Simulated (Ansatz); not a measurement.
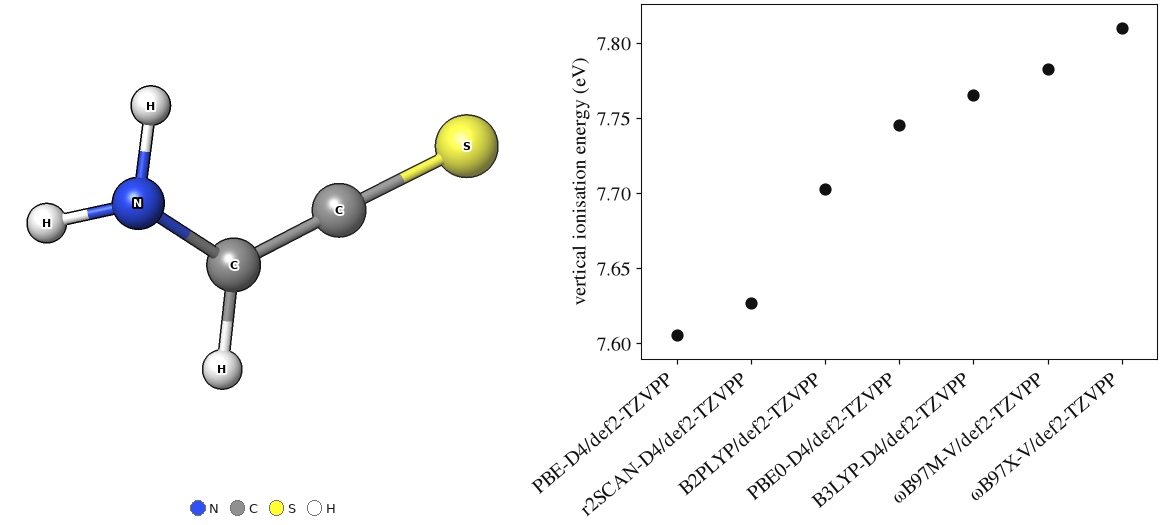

Vertical ionisation energy of C₂H₃NS, SMILES NC=C=S, taken as the energy of the cation less that of the neutral at fixed geometry (unrestricted doublet cation, cores frozen in correlated methods, no spin-orbit coupling), the Ansatz code, at a PBE0-D4/def2-TZVP geometry (a minimum by its frequencies).

**What range do the values span?**

From 7.61 eV (PBE-D4/def2-TZVPP) to 7.81 eV (ωB97X-V/def2-TZVPP).

**Give the values.**

| level | eV |
| --- | --- |
| PBE-D4/def2-TZVPP | 7.61 |
| r2SCAN-D4/def2-TZVPP | 7.63 |
| B2PLYP/def2-TZVPP | 7.70 |
| PBE0-D4/def2-TZVPP | 7.75 |
| B3LYP-D4/def2-TZVPP | 7.77 |
| ωB97M-V/def2-TZVPP | 7.78 |
| ωB97X-V/def2-TZVPP | 7.81 |
